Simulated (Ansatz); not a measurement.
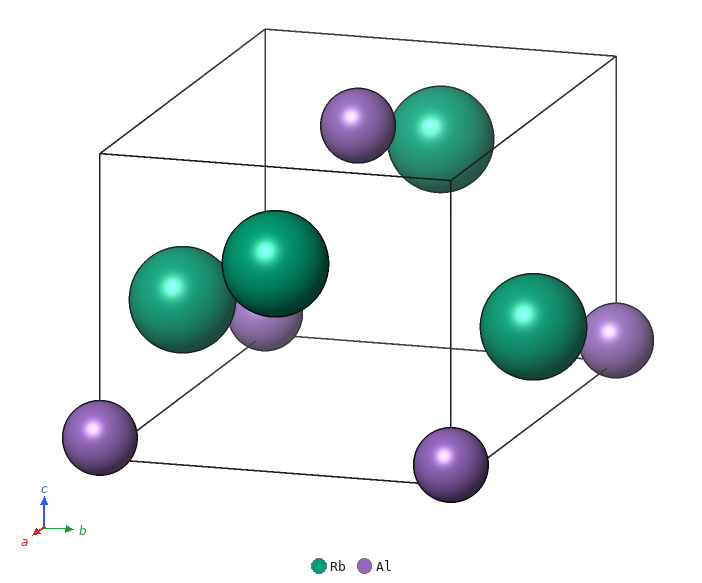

This spheres-only model is shown slightly off an axis. The simulation cell is outlined; an atom on or near a face, edge or corner is repeated at each equivalent position.

```yaml
crystal:
  lattice:
    - [10.15553, 0.00000, 0.00000]
    - [0.00000, 6.90503, 0.00000]
    - [0.00000, 0.00000, 5.88903]
  atoms:
    - { symbol: Rb, position: [0.00000, 0.50000, 0.68300] }
    - { symbol: Rb, position: [0.50000, 0.00000, 0.31700] }
    - { symbol: Al, position: [0.00000, 0.00000, 0.06800] }
    - { symbol: Al, position: [0.50000, 0.50000, 0.93200] }
```

All computed values are from Ansatz 0.2.0, DFT, PAW plane waves, PBE. Settings: a kinetic-energy cutoff of 420 eV, k-points on a 4×5×6 grid, Fermi-Dirac smearing of 0.1 eV, no spin polarisation.

> List the Bader charges.

Rb +0.64 e; Al -0.64 e.

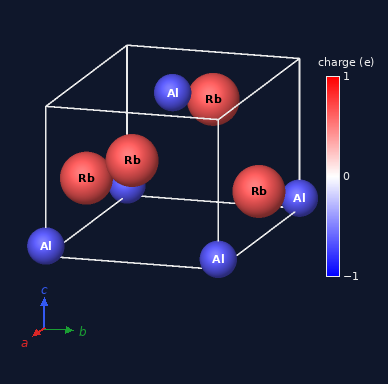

The atoms coloured by those charges.

About the cell: it is a generated cell, made by putting these elements into a known structure type (the compound may or may not exist in this form), and it is unrelaxed. Ansatz was used for an electronic-structure calculation on it.
